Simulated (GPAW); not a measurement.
## Run report: CH2InN, calculation of the molecule and its ions (part 1 of 2)

The run: calculation of the molecule and its ions of CH2InN, SMILES N#[C][InH2]. Method and program: BEEF-vdW/plane waves, scalar-relativistic datasets (GPAW 26.7.0).

The geometry comes from this level: PBE0-D4/def2-TZVP.

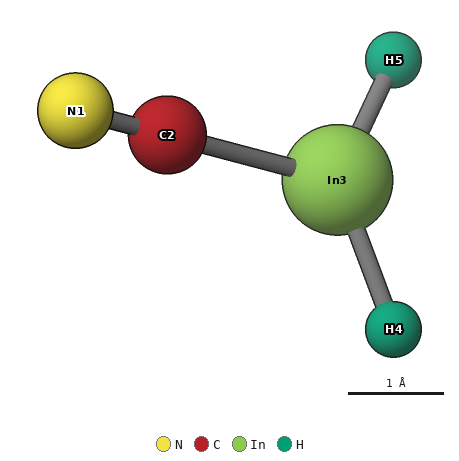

*The structure (ball-and-stick view, seen at a tilt; atoms are numbered from 1 in the order of the input). Sticks mark near contacts.*

Bond lengths as drawn: C–In 2.14 Å, C–N 1.15 Å and H–In 1.70 Å.

## Summary

| quantity | value |
| --- | --- |
| outcome | converged |
| ionisation energy | 9.54 eV |
| hardware | 1 thread of Intel Xeon @ 2.70GHz, 189 GiB of memory available, shared host |
| wall time | 12 min |
| peak memory | 2.4 GiB |

## Input file (ipea.py)
```python
from ase.io import read
from gpaw import GPAW, PW

# Atomic positions
atoms = read('ch2inn.xyz')
atoms.set_cell([15.0, 15.0, 15.0])
atoms.center()
atoms.pbc = True

energies = {}
for name, charge, unpaired in [('neutral', 0, 0), ('oxidised', 1, 1), ('reduced', -1, 1)]:
    atoms.set_initial_magnetic_moments([unpaired / len(atoms)] * len(atoms))
    gpaw_calc = GPAW(mode=PW(340),
                     xc='BEEF-vdW',
                     charge=charge,
                     occupations={'name': 'fermi-dirac', 'width': 0.01, 'fixmagmom': unpaired > 0},
                     maxiter=100,
                     symmetry='off',
                     txt='-')
    atoms.calc = gpaw_calc
    energies[name] = atoms.get_potential_energy()
    print(f'{name:10} {energies[name]:12.5f} eV')

ip = energies['oxidised'] - energies['neutral']
print(f'Vertical IP             {ip:.3f} eV')
ea = energies['neutral'] - energies['reduced']
print(f'Vertical EA = {ea:.3f} eV')
```

## File ch2inn.xyz
```
5

N      0.144900    -1.912500     1.592000
C      0.082200    -1.031400     0.848900
In    -0.033600     0.599300    -0.526000
H     -1.022800     0.306000    -1.881900
H      0.879300     1.965100    -0.074400
```

Command:
```bash
python ipea.py > ipea.log
```

## The program's output
```
__  _  _
 | _ |_)|_||  |
 |__||  | ||/\| - 26.7.0

units:  Angstrom and eV
cores:  1
OpenMP: False

Versions:
  Python: 3.12.14
  ASE:    3.29.0
  Numpy:  2.5.5
  Scipy:  1.18.1
  Libxc:  7.0.0

Input parameters:
  mode=PW(ecut=340.0),
  charge=0.0,
  maxiter=100,
  occupations=Occupations(name='fermi-dirac', width=0.01, fixmagmom=False),
  symmetry=Symmetry(point_group=False, time_reversal=False),
  xc=XC(name='BEEF-vdW')

Diagonalizing LCAO Hamiltonian
Converting LCAO to pw mode
          .------------------------------------.
         /|                                    |
        / |                                    |
       /  |                                    |
      /   |                                    |
     /    |                                    |
    /     |                                    |
   /      |                                    |
  /       |                                    |
 *        |                                    |
 |        |                                    |
 |        |                                    |
 |        |                 H                  |
 |        |            NC                      |
 |        |             In                     |
 |        |           H                        |
 |        |                                    |
 |        |                                    |
 |        .------------------------------------.
 |       /                                    /
 |      /                                    /
 |     /                                    /
 |    /                                    /
 |   /                                    /
 |  /                                    /
 | /                                    /
 |/                                    /
 *------------------------------------*

Atoms  # Å, Bohr magnetons
|   | symbol |        x |        y |        z |    initial magnetic moments |
|---|--------|----------|----------|----------|-----------------------------|
| 0 |      N | 7.716650 | 5.561200 | 9.236950 | ( 0.0000,  0.0000,  0.0000) |
| 1 |      C | 7.653950 | 6.442300 | 8.493850 | ( 0.0000,  0.0000,  0.0000) |
| 2 |     In | 7.538150 | 8.073000 | 7.118950 | ( 0.0000,  0.0000,  0.0000) |
| 3 |      H | 6.548950 | 7.779700 | 5.763050 | ( 0.0000,  0.0000,  0.0000) |
| 4 |      H | 8.451050 | 9.438800 | 7.570550 | ( 0.0000,  0.0000,  0.0000) |

Unit cell  # Å
| periodic |         x |         y |         z |   lengths |    angles |
|----------|-----------|-----------|-----------|-----------|-----------|
|      yes | 15.000000 |  0.000000 |  0.000000 | 15.000000 | 90.000000 |
|      yes |  0.000000 | 15.000000 |  0.000000 | 15.000000 | 90.000000 |
|      yes |  0.000000 |  0.000000 | 15.000000 | 15.000000 | 90.000000 |

Number of symmetries: 1
Symmetry operations  # r_c * U_cc + t_c -> r_c
|   | kind |            matrix            |
|---|------|------------------------------|
| 0 |  E   |  1, 0, 0,  0, 1, 0,  0, 0, 1 |

BZ-sampling:
  Number of BZ points: 1
  Number of IBZ points: 1

  Monkhorst-Pack size: [1, 1, 1]
  Monkhorst-Pack shift: [0, 0, 0]

K-points  # in reciprocal-cell coordinates
|   |                                coordinates |     weight |
|---|--------------------------------------------|------------|
| 0 | (  0.00000000,   0.00000000,   0.00000000) | 1.00000000 |

Plane wave coefficients: 23969
Cutoff: 340.0 eV

Spin-components: 1 (collinear spins)
Bands:           19
Projectors:      22
Spin-degeneracy: 2
Datatype:        float64

  Storage: CPU
  Wave functions: 7_286_576 bytes (7_286_576 per core)
  Projectors: 12_655_632 bytes (12_655_632 per core)

Parallelization:
  kpt:    1
  domain: 1
  band:   1

Density:
  Valence electrons: 24.0
  Components: 1
  Grid points: [64 64 64]
  Charge: 0.0  # |e|

Potential:
  Grid points: [64 64 64]

species:
  N:
    name:    Nitrogen
    Z:       7.0
    valence: 5
    core:    2
    charge:  0.0  # [|e|]
    file:    N.PBE.gz
    compensation charges:
      type: gauss
      rc: 0.18  # [Å]
      lmax: 2
    cutoffs:
      filter: 1.11  # [Å]
      core: 0.96  # [Å]
    projectors
    | kind |    occ | energy [eV] | rcut [Å] |
    |------|--------|-------------|----------|
    |   2s |  2.000 |     -18.583 |    0.603 |
    |   2p |  3.000 |      -7.089 |    0.529 |
    |    s |        |       8.629 |    0.603 |
    |    p |        |      20.123 |    0.529 |
    |    d |        |       0.000 |    0.577 |

    Using partial waves for N as LCAO basis

  C:
    name:    Carbon
    Z:       6.0
    valence: 4
    core:    2
    charge:  0.0  # [|e|]
    file:    C.PBE.gz
    compensation charges:
      type: gauss
      rc: 0.20  # [Å]
      lmax: 2
    cutoffs:
      filter: 1.14  # [Å]
      core: 1.14  # [Å]
    projectors
    | kind |    occ | energy [eV] | rcut [Å] |
    |------|--------|-------------|----------|
    |   2s |  2.000 |     -13.751 |    0.635 |
    |   2p |  2.000 |      -5.284 |    0.635 |
    |    s |        |      13.461 |    0.635 |
    |    p |        |      21.927 |    0.635 |
    |    d |        |       0.000 |    0.635 |

    Using partial waves for C as LCAO basis

  In:
    name:    Indium
    Z:       49.0
    valence: 13
    core:    36
    charge:  0.0  # [|e|]
    file:    In.PBE.gz
    compensation charges:
      type: gauss
      rc: 0.36  # [Å]
      lmax: 2
    cutoffs:
      filter: 2.09  # [Å]
      core: 2.48  # [Å]
    projectors
    | kind |    occ | energy [eV] | rcut [Å] |
    |------|--------|-------------|----------|
    |   5s |  2.000 |      -8.203 |    1.185 |
    |   5p |  1.000 |      -2.521 |    1.244 |
    |   4d | 10.000 |     -18.629 |    1.148 |
    |    s |        |      19.008 |    1.185 |
    |    p |        |      24.691 |    1.244 |
    |    d |        |       8.583 |    1.148 |

    Using partial waves for In as LCAO basis

  H:
    name:    Hydrogen
    Z:       1.0
    valence: 1
    core:    0
    charge:  0.0  # [|e|]
    file:    H.PBE.gz
    compensation charges:
      type: gauss
      rc: 0.15  # [Å]
      lmax: 2
    cutoffs:
      filter: 0.85  # [Å]
      core: 0.53  # [Å]
    projectors
    | kind |    occ | energy [eV] | rcut [Å] |
    |------|--------|-------------|----------|
    |   1s |  1.000 |      -6.494 |    0.476 |
    |    s |        |      20.717 |    0.476 |
    |    p |        |       0.000 |    0.476 |

    Using partial waves for H as LCAO basis

Reference energy: -162509.749604  # eV

eigensolver:
  PPCG
  Converge bands: occupied
  niter=2

density mixing:
  MSR1-Mixer
  Pratt-step length: 0.05
  Maximum mixing coefficient: 0.75
  Old densities: 10
  SVD Regularization: 0.005
  Good broyden scale: 1.0
  Trust region scale: 1.0
  Backstep threshold: 4.0
  History deletion threshold: 6.0
  Fourier metric: weight=20.0, sigma=0.015

occupation numbers:
  Fermi-Dirac:
    width: 0.0100  # eV

poisson solver:
  ecut: 2720.0  # eV

xc functional:
  name: BEEF-vdW with 2 nearest neighbor stencil

Initialization done in: 18.942 s

convergence criteria:
- Maximum [total energy] change in last 3 cyles: 0.0005 eV / valence electron
- Maximum integral of absolute [dens]ity change: 0.0001 electrons / valence electron
- Maximum integral of absolute [eigenst]ate change: 4e-08 eV^2 / valence electron
maximum number of iterations: 100

SCF iterations
|iter     |     time |      energy | eigst |  dens |
|---------|----------|-------------|-------|-------|
|iter:   1| 00:00:19 | -196.676283 | +0.27 |       |
|iter:   2| 00:00:34 | -196.199845 | -1.62 | -0.82 |
|iter:   3| 00:00:48 | -193.691151 | -0.67 | -0.85 |
|iter:   4| 00:01:03 | -193.645274 | -1.86 | -1.49 |
|iter:   5| 00:01:18 | -193.644159 | -2.42 | -1.86 |
|iter:   6| 00:01:32 | -193.638800c| -2.93 | -2.11 |
|iter:   7| 00:01:46 | -193.638843c| -4.12 | -2.53 |
|iter:   8| 00:02:01 | -193.638874c| -5.44 | -3.16 |
|iter:   9| 00:02:17 | -193.638875c| -6.61 | -3.75 |
|iter:  10| 00:02:33 | -193.638875c| -7.76c| -4.46c|

Converged in 10 steps
SCF loop duration: 134.728 s (13.473 s/step)
Energy contributions relative to reference atoms: (reference = -162509.749604)

Energy contributions:
  Kinetic:          53.682241
  Coulomb:         -51.013934
  Zero:              0.532408
  External:          0.000000
  Xc:             -196.839591
  Entropy:          -0.000000
  Spinorbit:         0.000000
  ----------------------------
  Free energy:    -193.638875
  Extrapolated:   -193.638875

dipole moment: (-0.046159, 0.658441, -0.554934)  # |e|*Ang

Fermi level: -6.434
Eigenvalues  # (at kpt = [0.000, 0.000, 0.000])
| band index |      eig [eV] | occ [0-2] |
|------------|---------------|-----------|
|          0 |       -22.962 |     2.000 |
|        ... |               |           |
|          4 |       -20.119 |     2.000 |
|          5 |       -20.025 |     2.000 |
|          6 |       -12.481 |     2.000 |
|          7 |        -9.856 |     2.000 |
|          8 |        -8.533 |     2.000 |
|          9 |        -8.340 |     2.000 |
|         10 |        -7.972 |     2.000 |
|         11 |        -7.842 |     2.000 |
|         12 |        -3.464 |     0.000 |
|         13 |        -1.494 |     0.000 |
|         14 |        -0.650 |     0.000 |
|         15 |        -0.565 |     0.000 |
|         16 |        -0.508 |     0.000 |
|         17 |        -0.059 |     0.000 |
|         18 |         0.191 |     0.000 |

Gap: 4.378 eV
Transition (v -> c):
  (s=0, k=0, n=11, [0.00, 0.00, 0.00]) -> (s=0, k=0, n=12, [0.00, 0.00, 0.00])
No difference between direct/indirect transitions
neutral      -193.63888 eV
  __  _  _
 | _ |_)|_||  |
 |__||  | ||/\| - 26.7.0

units:  Angstrom and eV
cores:  1
OpenMP: False

Versions:
  Python: 3.12.14
  ASE:    3.29.0
  Numpy:  2.5.5
  Scipy:  1.18.1
  Libxc:  7.0.0

Input parameters:
  mode=PW(ecut=340.0),
  charge=1,
  maxiter=100,
  occupations=Occupations(name='fermi-dirac', width=0.01, fixmagmom=True),
  symmetry=Symmetry(point_group=False, time_reversal=False),
  xc=XC(name='BEEF-vdW')

Diagonalizing LCAO Hamiltonian
Converting LCAO to pw mode
          .------------------------------------.
         /|                                    |
        / |                                    |
       /  |                                    |
      /   |                                    |
     /    |                                    |
    /     |                                    |
   /      |                                    |
  /       |                                    |
 *        |                                    |
 |        |                                    |
 |        |                                    |
 |        |                 H                  |
 |        |            NC                      |
 |        |             In                     |
 |        |           H                        |
 |        |                                    |
 |        |                                    |
 |        .------------------------------------.
 |       /                                    /
 |      /                                    /
 |     /                                    /
 |    /                                    /
 |   /                                    /
 |  /                                    /
 | /                                    /
 |/                                    /
 *------------------------------------*

Atoms  # Å, Bohr magnetons
|   | symbol |        x |        y |        z |    initial magnetic moments |
|---|--------|----------|----------|----------|-----------------------------|
| 0 |      N | 7.716650 | 5.561200 | 9.236950 | ( 0.0000,  0.0000,  0.2000) |
| 1 |      C | 7.653950 | 6.442300 | 8.493850 | ( 0.0000,  0.0000,  0.2000) |
| 2 |     In | 7.538150 | 8.073000 | 7.118950 | ( 0.0000,  0.0000,  0.2000) |
| 3 |      H | 6.548950 | 7.779700 | 5.763050 | ( 0.0000,  0.0000,  0.2000) |
| 4 |      H | 8.451050 | 9.438800 | 7.570550 | ( 0.0000,  0.0000,  0.2000) |

Unit cell  # Å
| periodic |         x |         y |         z |   lengths |    angles |
|----------|-----------|-----------|-----------|-----------|-----------|
|      yes | 15.000000 |  0.000000 |  0.000000 | 15.000000 | 90.000000 |
|      yes |  0.000000 | 15.000000 |  0.000000 | 15.000000 | 90.000000 |
|      yes |  0.000000 |  0.000000 | 15.000000 | 15.000000 | 90.000000 |

Number of symmetries: 1
Symmetry operations  # r_c * U_cc + t_c -> r_c
|   | kind |            matrix            |
|---|------|------------------------------|
| 0 |  E   |  1, 0, 0,  0, 1, 0,  0, 0, 1 |

BZ-sampling:
  Number of BZ points: 1
  Number of IBZ points: 1

  Monkhorst-Pack size: [1, 1, 1]
  Monkhorst-Pack shift: [0, 0, 0]

K-points  # in reciprocal-cell coordinates
|   |                                coordinates |     weight |
|---|--------------------------------------------|------------|
| 0 | (  0.00000000,   0.00000000,   0.00000000) | 1.00000000 |

Plane wave coefficients: 23969
Cutoff: 340.0 eV

Spin-components: 2 (collinear spins)
Bands:           19
Projectors:      22
Spin-degeneracy: 1
Datatype:        float64

  Storage: CPU
  Wave functions: 14_573_152 bytes (14_573_152 per core)
  Projectors: 12_655_632 bytes (12_655_632 per core)

Parallelization:
  kpt:    1
  domain: 1
  band:   1

Density:
  Valence electrons: 24.0
  Components: 2
  Grid points: [64 64 64]
  Charge: 1.0  # |e|

Potential:
  Grid points: [64 64 64]
```
